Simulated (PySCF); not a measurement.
**C7H7FS (charge +1): EPR calculation**

C7H7FS, charge +1, multiplicity 2, SMILES C[C+]=[C]CCC(F)=C=S, computed with UKS B3LYP, pcH-1 on C F H S, non-relativistic, mean-field spin-orbit, GIAO (PySCF 2.14.0).

It belongs to a series of runs on one base structure; here: electron removed.

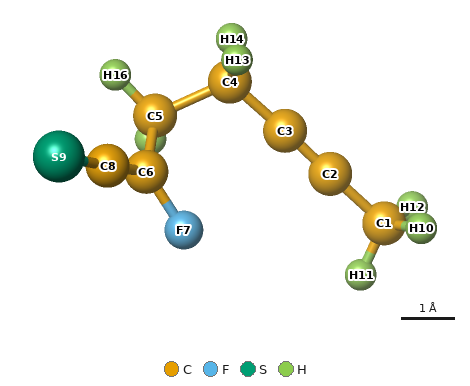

The input geometry (ball-and-stick view, seen at a tilt; atoms are numbered from 1 in the order of the input). Bond lengths as drawn: C–C 1.21 to 1.56 Å, C–F 1.33 Å, C–H 1.09 Å and C–S 1.54 Å.

Summary:

```json
{"quantity": "outcome", "value": "converged"}
{"quantity": "total energy", "value": "−768.606396 hartree"}
{"quantity": "⟨S²⟩", "value": "0.755"}
{"quantity": "isotropic g", "value": "2.0030"}
{"quantity": "hardware", "value": "1 CPU thread, shared host"}
{"quantity": "wall time", "value": "1.8 min"}
{"quantity": "peak memory", "value": "1.1 GiB"}
```

Input:
```
{"job": {"kind": "epr", "basis": "pcH-1"}, "charge": 1, "multiplicity": 2}
C      2.937352    -0.087316     1.254470
C      1.839729     0.312145     0.438151
C      0.923534     0.664809    -0.273044
C     -0.186908     1.041097    -1.099522
C     -1.285487    -0.068375    -1.159938
C     -1.883758    -0.268390     0.180783
F     -1.091375    -0.855714     1.077820
C     -3.094000     0.157043     0.538852
S     -4.527655     0.613324     0.863847
H      3.109774     0.634491     2.052060
H      2.727682    -1.064268     1.696018
H      3.838055    -0.186347     0.645468
H     -0.621314     1.979968    -0.746321
H      0.166687     1.181409    -2.125399
H     -0.810643    -1.000420    -1.475514
H     -2.049272     0.222971    -1.879143
```

The first line tells a small driver script what to run in PySCF; the rest is the geometry in Å.

Command:
```bash
OMP_NUM_THREADS=1 python <driver script> task.json out
```

Log:
```
UKS, coarse grid
  cycle   1  E = -768.49703791  |g| = 4.79e-01
  cycle   2  E = -765.00407868  |g| = 1.94e+00
  cycle   3  E = -768.52510258  |g| = 3.86e-01
  cycle   4  E = -768.59867540  |g| = 1.13e-01
  cycle   5  E = -768.59761957  |g| = 1.26e-01
  cycle   6  E = -768.60274729  |g| = 6.61e-02
  cycle   7  E = -768.60553591  |g| = 3.16e-02
  cycle   8  E = -768.60614009  |g| = 1.76e-02
  cycle   9  E = -768.60634062  |g| = 5.94e-03
  cycle  10  E = -768.60636572  |g| = 1.48e-03
  cycle  11  E = -768.60636768  |g| = 6.73e-04
UKS, final grid
  cycle   1  E = -768.60639467  |g| = 1.32e-03
  cycle   2  E = -768.60638624  |g| = 3.76e-03
  cycle   3  E = -768.60639582  |g| = 4.27e-04
  cycle   4  E = -768.60639594  |g| = 1.42e-04
  cycle   5  E = -768.60639596  |g| = 1.41e-04
  cycle   6  E = -768.60639599  |g| = 6.60e-05
  cycle   7  E = -768.60639599  |g| = 2.58e-05
E = -768.60639599 Eh   <S^2> = 0.7547 (exact 0.7500)
g shifts (ppm)      1          2          3
  rmc          -214       -214       -214
  gc             48         -0         53
  oz_so       -5392        407       7547
  total       -5558        192       7386
hyperfine (MHz)  atom isotope    a_iso     a_fc   dipolar eigenvalues
    0   13C      -5.61      -5.63     -1.54     -0.71      2.25
    1   13C       4.85       4.74    -13.52    -11.98     25.51
    2   13C      -2.40      -2.51    -11.13     -7.46     18.59
    3   13C       9.91       9.88     -5.69     -5.18     10.87
    4   13C      -5.30      -5.36     -4.26     -3.71      7.96
    5   13C      18.33      18.41    -25.53    -23.74     49.27
    6   19F      77.44      75.62   -153.91   -138.53    292.44
    7   13C     -17.02     -16.46    -14.41     -2.75     17.16
    8   33S       7.45       8.11    -38.53    -31.40     69.94
    9    1H       1.66       1.66     -1.21     -0.70      1.91
   10    1H      39.72      39.72     -1.92     -0.55      2.47
   11    1H      23.35      23.35     -1.70     -0.87      2.57
   12    1H      -2.85      -2.86     -2.99      0.03      2.95
   13    1H      45.80      45.80     -2.46     -1.80      4.26
   14    1H      22.11      22.11     -2.26     -1.06      3.32
   15    1H       6.26       6.25     -2.50     -0.78      3.28
```

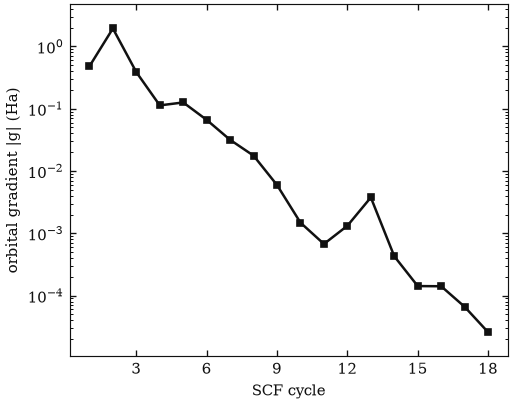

Convergence of the self-consistent field: orbital gradient |g| against the SCF cycle. All cycles printed in the log are drawn one after another.

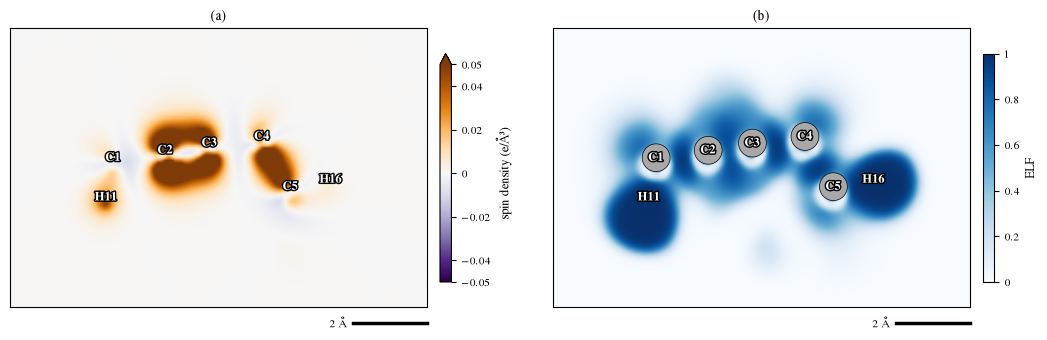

(a) spin density (α minus β); (b) electron localisation function on the plane of atoms C3, C4 and C5. Grey discs, where drawn, cover atomic cores. C–C (1.21 Å): the ELF peaks at about 0.85 between the atoms (a multiple bond by its length, whose ELF region spreads away from the axis). The unpaired spin (1 electron) lies mostly on S9 (about 0.3), C6 (about 0.2), C2 (about 0.1), C3 (about 0.1) and C8 (about 0.1), in electrons by Hirshfeld's partition.

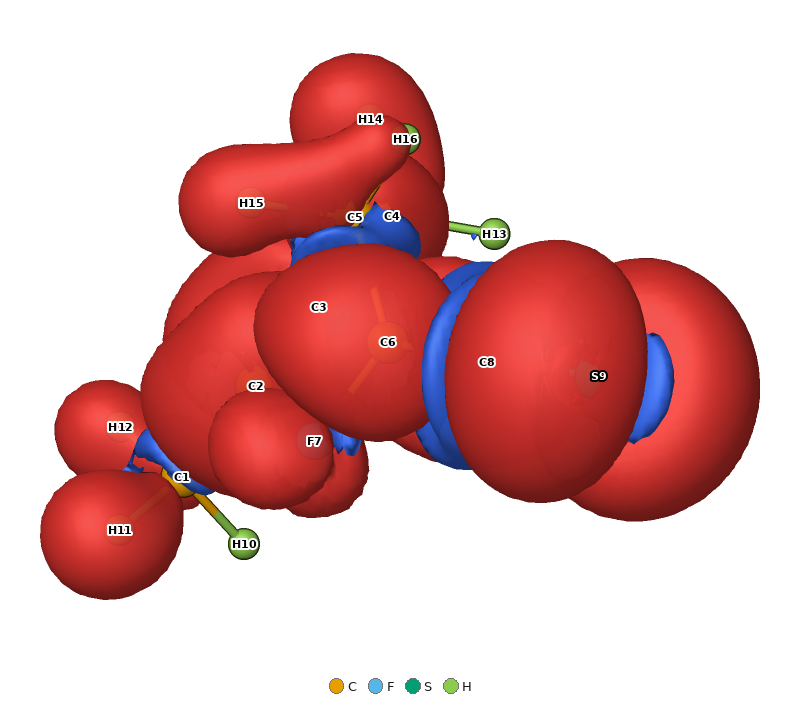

Isosurfaces of the spin density (α minus β) at +0.003 (red) and −0.003 e/Å³ (blue), seen at an oblique angle. The unpaired spin (1 electron) lies mostly on S9 (about 0.3), C6 (about 0.2), C2 (about 0.1), C3 (about 0.1) and C8 (about 0.1), in electrons by Hirshfeld's partition.
